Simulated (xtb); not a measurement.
# Molecular dynamics of C$_{3}$H$_{6}$OSi (part 2 of 3)

C$_{3}$H$_{6}$OSi; GFN2-xTB (xtb 6.7.1). The geometry comes from this level: GFN2-xTB.

Geometry of the input (Å):
```
C  0.5469  0.9065  -0.6355
C  1.2685  0.5993  0.4286
O  0.8135  -0.3910  1.2558
Si -0.6143  -1.0355  0.7353
C  -0.7125  0.1042  -0.7984
H  0.8251  1.6695  -1.3409
H  2.1996  1.0422  0.7411
H  -0.4034  -2.4468  0.4312
H  -1.6333  -0.7841  1.7482
H  -0.7068  -0.4250  -1.7518
H  -1.5834  0.7606  -0.8137
```

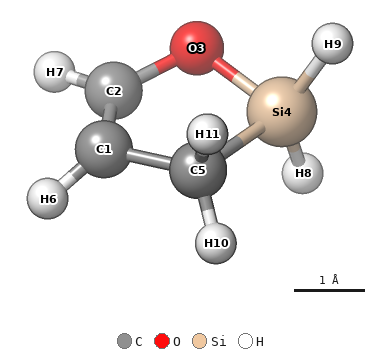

The geometry at step 8 of the log (ball-and-stick view, seen at a tilt; atoms are numbered from 1 in the order of the input).

**What the program printed, continued**
```
         #    Occupation            Energy/Eh            Energy/eV
      -------------------------------------------------------------
         1        2.0000           -0.7726799             -21.0257
       ...           ...                  ...                  ...
         8        2.0000           -0.4873007             -13.2601
         9        2.0000           -0.4759634             -12.9516
        10        2.0000           -0.4599830             -12.5168
        11        2.0000           -0.4386490             -11.9362
        12        2.0000           -0.4363709             -11.8743
        13        2.0000           -0.4023894             -10.9496
        14        2.0000           -0.3755513             -10.2193 (HOMO)
        15                         -0.1953350              -5.3153 (LUMO)
        16                         -0.1888249              -5.1382
        17                         -0.1698146              -4.6209
        18                         -0.1376089              -3.7445
        19                         -0.0260152              -0.7079
       ...                                ...                  ...
        31                          0.7204885              19.6055
      -------------------------------------------------------------
                  HL-Gap            0.1802163 Eh            4.9039 eV
             Fermi-level           -0.2854431 Eh           -7.7673 eV

 SCC (total)                   0 d,  0 h,  0 min,  0.003 sec
 SCC setup                      ...        0 min,  0.000 sec (  1.323%)
 Dispersion                     ...        0 min,  0.000 sec (  0.702%)
 classical contributions        ...        0 min,  0.000 sec (  0.301%)
 integral evaluation            ...        0 min,  0.001 sec ( 22.846%)
 iterations                     ...        0 min,  0.001 sec ( 23.603%)
 molecular gradient             ...        0 min,  0.001 sec ( 49.782%)
 printout                       ...        0 min,  0.000 sec (  1.259%)

         :::::::::::::::::::::::::::::::::::::::::::::::::::::
         ::                     SUMMARY                     ::
         :::::::::::::::::::::::::::::::::::::::::::::::::::::
         :: total energy             -15.294941574961 Eh    ::
         :: gradient norm              0.000662738889 Eh/a0 ::
         :: HOMO-LUMO gap              4.903934764097 eV    ::
         ::.................................................::
         :: SCC energy               -15.484881103713 Eh    ::
         :: -> isotropic ES            0.034495792435 Eh    ::
         :: -> anisotropic ES          0.002988611813 Eh    ::
         :: -> anisotropic XC          0.003551833453 Eh    ::
         :: -> dispersion             -0.006815910276 Eh    ::
         :: repulsion energy           0.189939528752 Eh    ::
         :: add. restraining           0.000000000000 Eh    ::
         :: total charge              -0.000000000000 e     ::
         :::::::::::::::::::::::::::::::::::::::::::::::::::::

           -------------------------------------------------
          |                Property Printout                |
           -------------------------------------------------

    * Orbital Energies and Occupations

         #    Occupation            Energy/Eh            Energy/eV
      -------------------------------------------------------------
         1        2.0000           -0.7726799             -21.0257
         2        2.0000           -0.6653370             -18.1047
         3        2.0000           -0.6262559             -17.0413
         4        2.0000           -0.5732069             -15.5978
         5        2.0000           -0.5598040             -15.2330
         6        2.0000           -0.5340688             -14.5328
         7        2.0000           -0.5165629             -14.0564
         8        2.0000           -0.4873007             -13.2601
         9        2.0000           -0.4759634             -12.9516
        10        2.0000           -0.4599830             -12.5168
        11        2.0000           -0.4386490             -11.9362
        12        2.0000           -0.4363709             -11.8743
        13        2.0000           -0.4023894             -10.9496
        14        2.0000           -0.3755513             -10.2193 (HOMO)
        15                         -0.1953350              -5.3153 (LUMO)
        16                         -0.1888249              -5.1382
        17                         -0.1698146              -4.6209
        18                         -0.1376089              -3.7445
        19                         -0.0260152              -0.7079
        20                         -0.0228630              -0.6221
        21                          0.1193381               3.2474
        22                          0.1393260               3.7913
        23                          0.1908006               5.1919
        24                          0.2198555               5.9826
        25                          0.2312112               6.2916
       ...                                ...                  ...
        31                          0.7204885              19.6055
      -------------------------------------------------------------
                  HL-Gap            0.1802163 Eh            4.9039 eV
             Fermi-level           -0.2854431 Eh           -7.7673 eV

     #   Z          covCN         q      C6AA      α(0)
     1   6 C        2.998    -0.080    29.994     8.984
     2   6 C        3.036     0.078    26.225     8.400
     3   8 O        1.625    -0.355    20.015     6.039
     4  14 Si       3.848     0.539    95.843    18.726
     5   6 C        3.719    -0.154    23.616     6.941
     6   1 H        0.926     0.031     2.579     2.511
     7   1 H        0.926     0.035     2.510     2.478
     8   1 H        0.919    -0.076     4.788     3.422
     9   1 H        0.920    -0.076     4.784     3.421
    10   1 H        0.924     0.029     2.594     2.519
    11   1 H        0.924     0.029     2.596     2.519

 Mol. C6AA /au·bohr⁶  :       1617.360191
 Mol. C8AA /au·bohr⁸  :      49124.369822
 Mol. α(0) /au        :         65.959206

Wiberg/Mayer (AO) data.
largest (>0.10) Wiberg bond orders for each atom

 ---------------------------------------------------------------------------
     #   Z sym  total        # sym  WBO       # sym  WBO       # sym  WBO
 ---------------------------------------------------------------------------
     1   6 C    3.984 --     2 C    1.883     5 C    1.040     6 H    0.967
     2   6 C    3.927 --     1 C    1.883     3 O    1.050     7 H    0.961
     3   8 O    2.313 --     4 Si   1.064     2 C    1.050
     4  14 Si   3.717 --     3 O    1.064     8 H    0.881     9 H    0.881
                             5 C    0.876
     5   6 C    3.981 --     1 C    1.040    10 H    0.971    11 H    0.971
                             4 Si   0.876
     6   1 H    0.999 --     1 C    0.967
     7   1 H    0.999 --     2 C    0.961
     8   1 H    0.994 --     4 Si   0.881
     9   1 H    0.994 --     4 Si   0.881
    10   1 H    0.999 --     5 C    0.971
    11   1 H    0.999 --     5 C    0.971
 ---------------------------------------------------------------------------

Topologies differ in total number of bonds
Writing topology from bond orders to xtbtopo.mol

molecular dipole:
                 x           y           z       tot (Debye)
 q only:       -0.500      -0.223      -0.184
   full:       -0.291       0.067      -0.355       1.179
molecular quadrupole (traceless):
                xx          xy          yy          xz          yz          zz
 q only:        0.774       2.204       1.155      -1.585      -0.053      -1.928
  q+dip:        0.761       0.525       0.318      -0.605       0.964      -1.079
   full:        0.817       1.564       0.636      -0.897       0.216      -1.453

           -------------------------------------------------
          |                Geometry Summary                 |
           -------------------------------------------------

      molecular mass/u    :       86.1647558
   center of mass at/Å    :        0.0893242      -0.1878429       0.3211940
  moments of inertia/u·Å² :        0.7313347E+02   0.1031861E+03   0.1671819E+03
rotational constants/cm⁻¹ :        0.2305050E+00   0.1633711E+00   0.1008341E+00

 * 10 selected distances

     #   Z          #   Z                                           value/Å
     1   6 C        2   6 C                                       1.3219168
     2   6 C        3   8 O                                       1.3681570
     3   8 O        4  14 Si                                      1.6507934
     4  14 Si       5   6 C                                       1.9132464 (max)
     1   6 C        6   1 H                                       1.0757344 (min)
     2   6 C        7   1 H                                       1.0773768
     4  14 Si       8   1 H                                       1.4589912
     4  14 Si       9   1 H                                       1.4585999
     5   6 C       10   1 H                                       1.0904776
     5   6 C       11   1 H                                       1.0906887

 * 6 distinct bonds (by element types)

   Z      Z             #   av. dist./Å        max./Å        min./Å
   1 H    6 C           4     1.0835694     1.0906887     1.0757344
   6 C    6 C           1     1.3219168     1.3219168     1.3219168
   6 C    8 O           1     1.3681570     1.3681570     1.3681570
   1 H   14 Si          2     1.4587955     1.4589912     1.4585999
   6 C   14 Si          1     1.9132464     1.9132464     1.9132464
   8 O   14 Si          1     1.6507934     1.6507934     1.6507934

optimized geometry written to: xtbopt.json

           -------------------------------------------------
          | TOTAL ENERGY              -15.294941574961 Eh   |
          | GRADIENT NORM               0.000662738889 Eh/α |
          | HOMO-LUMO GAP               4.903934764097 eV   |
           -------------------------------------------------
           -------------------------------------------------
          |               Molecular Dynamics                |
           -------------------------------------------------
 trajectories on xtb.trj or xtb.trj.<n>

 MD time /ps        :    1.00
 dt /fs             :    2.00
 SCC accuracy       :    2.00
 temperature /K     :  500.00
 max steps          :   500
 block length (av.) :  2500
 dumpstep(trj) /fs  :   50.00    25
 dumpstep(coords)/fs: 1000.00   500
 H atoms mass (amu) :     4
 # deg. of freedom  :    22
 SHAKE on. # bonds  :          11  all: T
 Berendsen THERMOSTAT on
         time (ps)    <Epot>      Ekin   <T>   T     Etot
      0    0.00      0.00000   0.0459    0.    0.   -15.24902
    200    0.40    -15.20251   0.0155  477.  444.   -15.25953
    400    0.80    -15.24029   0.0158  481.  454.   -15.26131
 average properties
 Epot               :  -15.247780483210981
 Epot (accurate SCC):  -15.277865411433488
 Ekin               :   1.6766120666264903E-002
 Etot               :  -15.231014362544716
 T                  :   481.30246904361434
 thermostating problem
 normal exit of md()

------------------------------------------------------------------------
------------------------------------------------------------------------
 total:
 *  cpu-time:     0 d,  0 h,  0 min,  1.599 sec
 * ratio c/w:     1.000 speedup
 SCF:
 *  cpu-time:     0 d,  0 h,  0 min,  0.005 sec
 * ratio c/w:     1.000 speedup
 ANC optimizer:
 *  cpu-time:     0 d,  0 h,  0 min,  0.007 sec
 * ratio c/w:     1.000 speedup
 MD:
 *  cpu-time:     0 d,  0 h,  0 min,  1.582 sec
 * ratio c/w:     1.000 speedup
```

**Standard error**
```
normal termination of xtb
```

**Trajectory as extended XYZ (Å, eV, eV/Å), 21 frames, from step=0 to step=19**
```
11
Properties=species:S:1:pos:R:3 step=0 energy=-416.19656
C     0.5469    0.9065   -0.6355
C     1.2685    0.5993    0.4286
O     0.8135   -0.3910    1.2558
Si   -0.6143   -1.0355    0.7353
C    -0.7125    0.1042   -0.7984
H     0.8251    1.6695   -1.3409
H     2.1996    1.0422    0.7411
H    -0.4034   -2.4468    0.4312
H    -1.6333   -0.7841    1.7482
H    -0.7068   -0.4250   -1.7518
H    -1.5834    0.7606   -0.8137
11
Properties=species:S:1:pos:R:3 step=0 time_fs=0.0 energy=-416.19656
C     0.5469    0.9065   -0.6355
C     1.2685    0.5993    0.4286
O     0.8135   -0.3910    1.2558
Si   -0.6143   -1.0355    0.7353
C    -0.7125    0.1042   -0.7984
H     0.8251    1.6695   -1.3409
H     2.1996    1.0422    0.7411
H    -0.4034   -2.4468    0.4312
H    -1.6333   -0.7841    1.7482
H    -0.7068   -0.4250   -1.7518
H    -1.5834    0.7606   -0.8137
11
Properties=species:S:1:pos:R:3 step=1 time_fs=50.0 energy=-415.78988
C     0.5902    0.8314   -0.6882
C     1.3066    0.4951    0.3707
O     0.6983   -0.2670    1.3304
Si   -0.6344   -1.0275    0.7214
C    -0.7316    0.1270   -0.8012
H     0.9908    1.6099   -1.3132
H     2.2519    0.9186    0.6671
H     0.0260   -2.2483    0.2721
H    -1.6563   -1.0456    1.7621
H    -1.0415   -0.2915   -1.7593
H    -1.6088    0.7428   -0.5990
11
Properties=species:S:1:pos:R:3 step=2 time_fs=100.0 energy=-415.63418
C     0.5938    0.8599   -0.6790
C     1.3200    0.6217    0.3996
O     0.7059   -0.2147    1.2914
Si   -0.5655   -1.0941    0.7126
C    -0.7302    0.1525   -0.7294
H     1.1235    1.3014   -1.5047
H     2.1905    1.1502    0.7513
H    -0.5912   -2.4454    0.1629
H    -1.6511   -1.0894    1.6867
H    -1.0886   -0.3049   -1.6522
H    -1.5911    0.7904   -0.5256
11
Properties=species:S:1:pos:R:3 step=3 time_fs=150.0 energy=-415.63753
C     0.4913    0.8770   -0.5569
C     1.3403    0.5429    0.3997
O     0.7883   -0.4047    1.2177
Si   -0.6386   -1.0427    0.6865
C    -0.8006    0.1506   -0.8002
H     0.7871    1.6600   -1.2327
H     2.2538    0.9964    0.7470
H    -0.0499   -2.3767    0.6372
H    -1.5493   -0.7064    1.7751
H    -0.8206   -0.4651   -1.7000
H    -1.5870    0.8833   -0.9856
11
Properties=species:S:1:pos:R:3 step=4 time_fs=200.0 energy=-415.59592
C     0.4483    0.9581   -0.5134
C     1.3429    0.6359    0.4049
O     0.9135   -0.4659    1.0930
Si   -0.6015   -1.0433    0.7827
C    -0.6563   -0.0102   -0.8267
H     0.4534    1.8138   -1.1654
H     2.1999    1.1499    0.8076
H    -1.0507   -2.3716    0.3793
H    -1.5795   -0.4989    1.7179
H    -0.5201   -0.5049   -1.7890
H    -1.5424    0.6133   -0.9520
11
Properties=species:S:1:pos:R:3 step=5 time_fs=250.0 energy=-415.64134
C     0.4119    1.0039   -0.4765
C     1.2583    0.6131    0.4608
O     0.9030   -0.5906    1.0055
Si   -0.6846   -0.9716    0.7619
C    -0.6653    0.0326   -0.8666
H     0.6540    1.6906   -1.2683
H     2.1562    1.0838    0.8253
H    -0.3286   -2.3864    0.7465
H    -1.4872   -0.5646    1.9098
H    -0.4446   -0.4333   -1.8275
H    -1.5731    0.6086   -1.0506
11
Properties=species:S:1:pos:R:3 step=6 time_fs=300.0 energy=-415.86388
C     0.4683    0.9377   -0.5741
C     1.2665    0.5957    0.4227
O     0.8544   -0.3908    1.2764
Si   -0.5667   -1.0317    0.7333
C    -0.7206    0.0569   -0.8325
H     0.7697    1.7137   -1.2554
H     2.2587    1.0076    0.5029
H    -0.5481   -2.4718    0.5000
H    -1.7431   -0.6848    1.5228
H    -0.8298   -0.4697   -1.7811
H    -1.5922    0.7047   -0.7317
11
Properties=species:S:1:pos:R:3 step=7 time_fs=350.0 energy=-415.67345
C     0.6015    0.8315   -0.7277
C     1.2388    0.5959    0.4062
O     0.6840   -0.2526    1.3249
Si   -0.6227   -1.0510    0.7084
C    -0.7351    0.1480   -0.7784
H     1.0255    1.4880   -1.4669
H     2.1789    1.0784    0.6161
H    -0.2165   -2.3676    0.2287
H    -1.4141   -1.2400    1.9189
H    -1.0809   -0.5560   -1.5360
H    -1.3759    1.0243   -0.6737
11
Properties=species:S:1:pos:R:3 step=8 time_fs=400.0 energy=-415.65364
C     0.5434    0.9109   -0.6858
C     1.2241    0.5483    0.3878
O     0.6751   -0.2399    1.3621
Si   -0.5735   -1.0973    0.7056
C    -0.7577    0.1614   -0.7234
H     1.0049    1.2670   -1.5899
H     2.2250    0.9132    0.5483
H     0.1283   -2.2976    0.2636
H    -1.6724   -0.7806    1.6110
H    -1.0013   -0.3485   -1.6561
H    -1.5909    0.8122   -0.4554
11
Properties=species:S:1:pos:R:3 step=9 time_fs=450.0 energy=-415.77989
C     0.5491    0.9428   -0.7013
C     1.2579    0.5813    0.3544
O     0.8270   -0.3636    1.2450
Si   -0.6079   -1.0308    0.7750
C    -0.6660    0.0645   -0.7926
H     0.7237    1.6651   -1.4791
H     2.0995    1.1844    0.6523
H    -0.5659   -2.4505    0.4413
H    -1.6296   -1.0829    1.8148
H    -0.7900   -0.3560   -1.7911
H    -1.5041    0.7295   -0.5805
11
Properties=species:S:1:pos:R:3 step=10 time_fs=500.0 energy=-415.70381
C     0.3866    0.9543   -0.5506
C     1.2254    0.5009    0.3649
O     0.9344   -0.5353    1.2097
Si   -0.5962   -0.9587    0.7589
C    -0.7471    0.0242   -0.8757
H     0.4160    1.8611   -1.1285
H     2.0968    1.0722    0.6387
H    -0.4563   -2.3954    0.5473
H    -1.3719   -0.5060    1.9082
H    -0.4556   -0.5229   -1.7729
H    -1.5780    0.6890   -1.1148
11
Properties=species:S:1:pos:R:3 step=11 time_fs=550.0 energy=-415.54201
C     0.3786    1.0465   -0.5461
C     1.2255    0.6133    0.3718
O     0.9759   -0.5676    1.0160
Si   -0.5818   -1.0555    0.7697
C    -0.7555    0.0845   -0.7569
H     0.5707    1.7621   -1.3261
H     2.0897    1.0928    0.8007
H    -0.6506   -2.5045    0.9259
H    -1.6270   -0.3889    1.5384
H    -0.3648   -0.5096   -1.5837
H    -1.5852    0.7596   -0.9701
11
Properties=species:S:1:pos:R:3 step=12 time_fs=600.0 energy=-416.02228
C     0.4944    0.9121   -0.6832
C     1.2494    0.5946    0.3544
O     0.8248   -0.3647    1.2327
Si   -0.6109   -1.0326    0.7660
C    -0.7438    0.0689   -0.7927
H     0.7400    1.7570   -1.3020
H     2.1855    0.9808    0.7222
H    -0.4660   -2.3798    0.2250
H    -1.4124   -0.8408    1.9694
H    -0.6733   -0.5318   -1.7001
H    -1.5872    0.7604   -0.7980
11
Properties=species:S:1:pos:R:3 step=13 time_fs=650.0 energy=-415.76209
C     0.5403    0.7993   -0.7451
C     1.2299    0.5637    0.3578
O     0.7743   -0.2725    1.3402
Si   -0.5780   -1.0082    0.7443
C    -0.7853    0.0955   -0.8048
H     0.9797    1.5548   -1.3723
H     2.2298    0.8693    0.6176
H    -0.0233   -2.2907    0.3246
H    -1.6533   -1.0862    1.7267
H    -1.1315   -0.2244   -1.7881
H    -1.5979    0.7347   -0.4576
11
Properties=species:S:1:pos:R:3 step=14 time_fs=700.0 energy=-415.69395
C     0.5597    0.8792   -0.7383
C     1.2335    0.6821    0.3818
O     0.7495   -0.2296    1.2797
Si   -0.5406   -1.0955    0.7220
C    -0.7645    0.1718   -0.6937
H     1.0561    1.2678   -1.6100
H     2.2339    0.9329    0.6931
H    -0.3601   -2.4965    0.3568
H    -1.6188   -1.1076    1.7043
H    -1.1792   -0.2404   -1.6142
H    -1.6232    0.8179   -0.5068
11
Properties=species:S:1:pos:R:3 step=15 time_fs=750.0 energy=-415.67638
C     0.5016    0.8822   -0.6552
C     1.2903    0.6015    0.3678
O     0.8141   -0.3713    1.2037
Si   -0.6167   -1.0593    0.7515
C    -0.7947    0.1281   -0.7381
H     0.6787    1.7169   -1.3103
H     2.2417    0.9022    0.7742
H    -0.1493   -2.3453    0.2452
H    -1.3969   -0.7197    1.9363
H    -0.9282   -0.5484   -1.5830
H    -1.5676    0.8454   -1.0169
11
Properties=species:S:1:pos:R:3 step=16 time_fs=800.0 energy=-415.71176
C     0.4182    0.9693   -0.5452
C     1.3388    0.6189    0.3364
O     0.9394   -0.4640    1.0711
Si   -0.5841   -1.0337    0.7890
C    -0.7064    0.0095   -0.8102
H     0.5013    1.8571   -1.1469
H     2.2384    1.0274    0.7659
H    -0.8141   -2.4737    0.7422
H    -1.6607   -0.5559    1.6494
H    -0.6348   -0.3378   -1.8414
H    -1.6414    0.5672   -0.8760
```
